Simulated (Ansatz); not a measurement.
**One shape, several levels: [BH4]− (borohydride)**

Aim: a comparison of 6 runs (B3LYP/6-31G, PBE0/6-31G, revPBE/6-31G, wB97M-V/6-31G, RPA@PBE/3-21G, CCSDTQ/3-21G) of [BH4]− (borohydride). 

The calculation is run with Ansatz 0.2.0.

5 further runs of the same task are left out: 4 that didn't finish, 1 set aside as unsound or not needed.

## 1. Starting point

[BH4]−: 5 atoms, total charge -1, spin state singlet. SMILES: `[BH4-]`. The H2–B1 distance was set to 1.842 Å, away from the relaxed value. At this shape a bond of the SMILES string is far longer than usual.

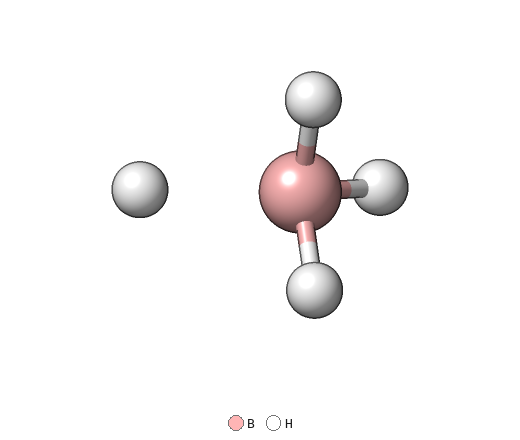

The structure, seen from a chosen angle (boron pink, hydrogen white).

## 2. A single-point energy at B3LYP/6-31G (run 1)

Input file molecule.yaml:

```yaml
crystal:
  periodic: [false, false, false]
  atoms:
    - {symbol: B, position_ang: [-0.341656, -0.498215, -0.109002]}
    - {symbol: H, position_ang: [0.683660, 0.997010, 0.217690]}
    - {symbol: H, position_ang: [0.384584, -1.486875, -0.175962]}
    - {symbol: H, position_ang: [-0.942166, -0.358685, -1.172252]}
    - {symbol: H, position_ang: [-1.151446, -0.646765, 0.803958]}
basis:
  gaussian: {orbitals: 6-31G}
hamiltonian: {xc: {name: B3LYP}}
total_charge: -1
accuracy: high
```

Launch:

```bash
$ ansatz run molecule.yaml --threads 1 --pin off --max-ram 2610MiB --events-out events.jsonl --progress --plain --runs-dir runs
```

The program printed:

```text
Warning: RAYON_NUM_THREADS=1 ignored (pool sized by the plan → 1); use --threads N
Functional definition: B3LYP
  name "B3LYP"
  parameter a0 = 0.2
  parameter ax = 0.72
  parameter ac = 0.81
  exchange = (1 - a0 - ax)*slater_x + ax*b88_x + a0*exact_x
  correlation = (1 - ac)*vwn_rpa_c + ac*lyp_c
413 factors; integrals over basis functions are off by at most 4.0e-9 eV
mean field evaluation 1: about -739.7990 eV, gradient 6.0e0 eV
mean field evaluation 2: about -739.8850 eV, gradient 4.5e0 eV
mean field evaluation 4: about -739.9810 eV, gradient 1.5e-1 eV
mean field evaluation 8: about -739.9697 eV, gradient 1.5e-3 eV
mean field -739.96973865 eV, -27.1933863259 hartree, gradient 2.5e-9 eV, S^2 0.000000; 0 other end points of the search recorded, 0 dependent functions left out
reference -739.96976562 eV, -27.1933873170 hartree; 5, 5 occupied and 12, 12 virtual orbitals, 413 factors
Total energy: -739.96976562 eV, -27.1933873170 hartree
```

Wall time 0.79 s (1 thread of Intel Xeon Platinum 8259CL at 2.50GHz (Skylake/Cascade Lake), shared host); peak memory 0.1 GiB.

## 3. A single-point energy at PBE0/6-31G (run 2)

Input file job.yaml:

```yaml
basis:
  gaussian:
    orbitals: 6-31G
crystal:
  periodic: [false, false, false]
  atoms:
    - {symbol: B, position_ang: [-0.341656, -0.498215, -0.109002]}
    - {symbol: H, position_ang: [0.683660, 0.997010, 0.217690]}
    - {symbol: H, position_ang: [0.384584, -1.486875, -0.175962]}
    - {symbol: H, position_ang: [-0.942166, -0.358685, -1.172252]}
    - {symbol: H, position_ang: [-1.151446, -0.646765, 0.803958]}
total_charge: -1
hamiltonian:
  xc: pbe0
accuracy: high
```

Launch:

```bash
$ ansatz run job.yaml --threads 1 --pin off --max-ram 2610MiB --events-out events.jsonl --progress --plain --runs-dir runs
```

The program printed:

```text
Warning: RAYON_NUM_THREADS=1 ignored (pool sized by the plan → 1); use --threads N
Functional definition: PBE0
  name "PBE0"
  parameter a = 0.25
  parameter kappa = 0.804
  parameter beta = 0.06672455060314922
  exchange = (1 - a)*pbe_x(kappa = kappa, mu = beta*pi^2/3) + a*exact_x
  correlation = pbe_c(beta = beta)
413 factors; integrals over basis functions are off by at most 4.0e-9 eV
mean field evaluation 1: about -738.2340 eV, gradient 5.4e0 eV
mean field evaluation 2: about -738.3054 eV, gradient 4.3e0 eV
mean field evaluation 4: about -738.3889 eV, gradient 1.3e-1 eV
mean field evaluation 8: about -738.3780 eV, gradient 6.7e-4 eV
mean field -738.37798949 eV, -27.1348906232 hartree, gradient 3.3e-9 eV, S^2 0.000000; 0 other end points of the search recorded, 0 dependent functions left out
reference -738.37799094 eV, -27.1348906765 hartree; 5, 5 occupied and 12, 12 virtual orbitals, 413 factors
Total energy: -738.37799094 eV, -27.1348906765 hartree
```

It took 0.77 s on 1 thread of Intel Xeon Platinum 8259CL at 2.50GHz (Skylake/Cascade Lake), shared host; peak memory 0.098 GiB.

Runs 3 to 5 aren't shown in full; the table further down has their settings and results.

## 4. The energy at CCSDTQ/3-21G (run 6)

Input file input.yaml:

```yaml
crystal:
  periodic: [false, false, false]
  atoms:
    - symbol: B
      position_ang: [-0.341656, -0.498215, -0.109002]
    - symbol: H
      position_ang: [0.683660, 0.997010, 0.217690]
    - symbol: H
      position_ang: [0.384584, -1.486875, -0.175962]
    - symbol: H
      position_ang: [-0.942166, -0.358685, -1.172252]
    - symbol: H
      position_ang: [-1.151446, -0.646765, 0.803958]
basis:
  gaussian:
    orbitals: 3-21G.json
total_charge: -1
correlation:
  method: ccsdtq
  frozen_orbitals: {B: 1, H: 0}
accuracy: high
scf:
  omitted_lower_state_checks: [cluster_reference, increment]
```

The basis set 3-21G is read from a file made from the Basis Set Exchange's data (not shown).

Launch:

```bash
$ ansatz run input.yaml --threads 1 --pin off --max-ram 2610MiB --events-out events.jsonl --progress --plain --runs-dir runs
```

The program printed:

```text
Warning: RAYON_NUM_THREADS=1 ignored (pool sized by the plan → 1); use --threads N
Functional definition: HF
  name "HF"
  exchange = exact_x
  correlation = 0
these checks for a lower state are left out or cut short: cluster_reference, increment
338 factors; integrals over basis functions are off by at most 9.5e-9 eV
mean field evaluation 1: about -727.5843 eV, gradient 1.2e1 eV
mean field evaluation 2: about -727.5754 eV, gradient 1.2e1 eV
mean field evaluation 4: about -728.2334 eV, gradient 8.3e-1 eV
mean field evaluation 8: about -728.2364 eV, gradient 5.6e-5 eV
mean field -728.23636995 eV, -26.7621929794 hartree, gradient 2.2e-8 eV, S^2 0.000000; 0 other end points of the search recorded, 0 dependent functions left out
1 core orbitals not correlated: weight in the atoms' cores, before any rotation towards them, 1.000 or more for the frozen orbitals, at most 0.000 for the correlated occupied ones
reference -728.23636995 eV, -26.7621929794 hartree; 4, 4 occupied and 12, 12 virtual orbitals, 338 factors
second order -2.08701317 eV of doubles, -0.00000000 eV of singles
cycle   1  -2.51407061 eV  change   -4.3e-1 eV  update   6.5e-2
cycle   2  -2.78948333 eV  change   -2.8e-1 eV  update   2.9e-2
cycle   3  -2.82986031 eV  change   -4.0e-2 eV  update   1.1e-2
cycle   4  -2.83037894 eV  change   -5.2e-4 eV  update   3.5e-3
cycle   5  -2.82992962 eV  change    4.5e-4 eV  update   7.5e-4
cycle   6  -2.82971008 eV  change    2.2e-4 eV  update   1.4e-4
cycle   7  -2.82976583 eV  change   -5.6e-5 eV  update   5.3e-5
cycle   8  -2.82978142 eV  change   -1.6e-5 eV  update   1.2e-5
cycle   9  -2.82977601 eV  change    5.4e-6 eV  update   3.6e-6
cycle  10  -2.82977708 eV  change   -1.1e-6 eV  update   1.0e-6
cycle  11  -2.82977753 eV  change   -4.5e-7 eV  update   3.0e-7
cycle  12  -2.82977744 eV  change    8.6e-8 eV  update   7.2e-8
cycle  13  -2.82977737 eV  change    7.2e-8 eV  update   2.7e-8
cycle  14  -2.82977741 eV  change   -3.8e-8 eV  update   1.6e-8
cycle  15  -2.82977742 eV  change   -1.2e-8 eV  update   1.1e-8
cycle  16  -2.82977742 eV  change    6.0e-9 eV  update   4.0e-9
cycle  17  -2.82977741 eV  change    1.3e-9 eV  update   1.2e-9
cycle  18  -2.82977741 eV  change   9.9e-11 eV  update  3.7e-10
Total energy: -731.06614736 eV, -26.8661853812 hartree
Checks for a lower state left out: cluster_reference, increment
```

It took 7.8 s on 1 thread of Intel Xeon Platinum 8259CL at 2.50GHz (Skylake/Cascade Lake), shared host; peak memory 0.12 GiB.

## 5. All runs side by side

```csv
run,level,frozen core orbitals,energy (Eh),wall time
1,B3LYP/6-31G,–,-27.193387,0.79 s
2,PBE0/6-31G,–,-27.134891,0.77 s
3,revPBE/6-31G,–,-27.175032,0.73 s
4,wB97M-V/6-31G,–,-27.139049,7.5 s
5,RPA@PBE/3-21G,1,-26.923197,1.4 s
6,CCSDTQ/3-21G,1,-26.866185,7.8 s
```

## 6. Summary of results

| quantity | value |
| --- | --- |
| run 6: total energy | -26.86619 Eh |
| run 6: correlation energy (1 core orbital frozen) | -104.0 mEh |
| run 6: T1 diagnostic | 0.015 |

**Reading.** Totals of different functionals can't be ranked against each other. All runs together took 19 s, the longest 7.8 s.
